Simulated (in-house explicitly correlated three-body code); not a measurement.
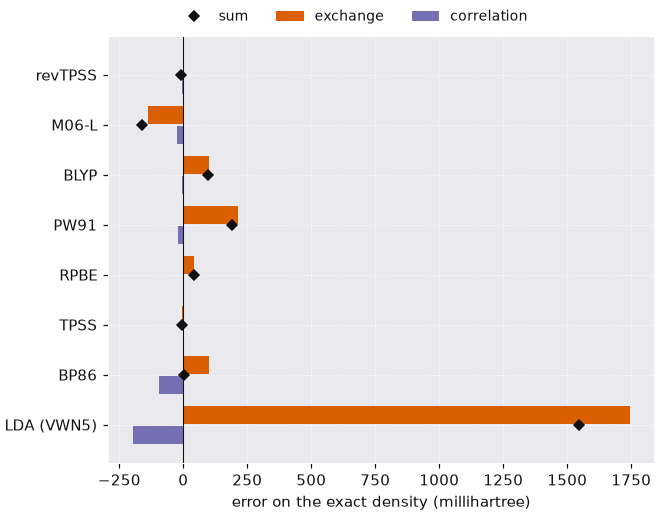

Two electrons around a point charge Z = 20 (Ca¹⁸⁺). Computed variationally in 260 exponentially correlated functions with an in-house code, non-relativistic, converged to about 10⁻⁸ of the energy. The exact exchange and correlation energies are −12280 and −46.15 millihartree. The plot shows the errors of BLYP, BP86, LDA (VWN5), M06-L, PW91, RPBE, TPSS and revTPSS, evaluated on the exact density.

> Rank the functionals.

By the size of the summed error (millihartree): BP86 +3.7, TPSS −6.6, revTPSS −7.8, RPBE +41, BLYP +96, M06-L −162, PW91 +191, LDA (VWN5) +1550. Errors of exchange and correlation cancel by a quarter or more for BP86 (+100 and −97).
